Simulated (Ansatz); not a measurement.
## Effect of Hf → Tl on HfO2

The reference is HfO$_{2}$ (space group P2_1/c, No. 14; a = 5.096 Å, b = 5.178 Å, c = 5.272 Å, α = γ = 90.00°, β = 99.62°).

One thing is altered: full substitution Hf → Tl; the structure is relaxed again.

Method: Ansatz (a program for electronic structure) PBEsol, no SOC, earlier PAW set. Settings: 13×13×13 k-points, 0.05 eV Fermi–Dirac smearing, for the changed cell.

```csv
quantity,base,changed,shift
volume per atom,11.43 Å³,12.84 Å³,+1.41 Å³
density,10.19 g/cm³,10.19 g/cm³,0.00 g/cm³
space group,P2_1/c (No. 14),I4/mmm (No. 139),–
shortest interatomic distance,2.039 Å,2.338 Å,+0.299 Å
band gap,3.97 eV,zero,–
```

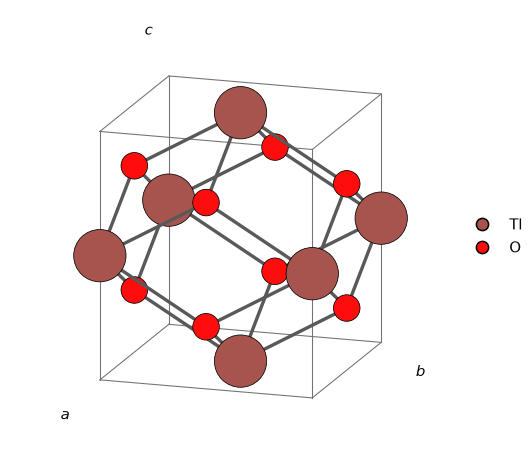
Figure: The relaxed conventional cell after the change

With Hf present, leaving out spin-orbit coupling can change the band edges. Whether these cells are dynamically stable was not tested. As relaxed here, TlO2 is a hypothetical phase, not in the database extracts checked. The final runs are not spin-polarised. An odd electron count without spin: TlO2.
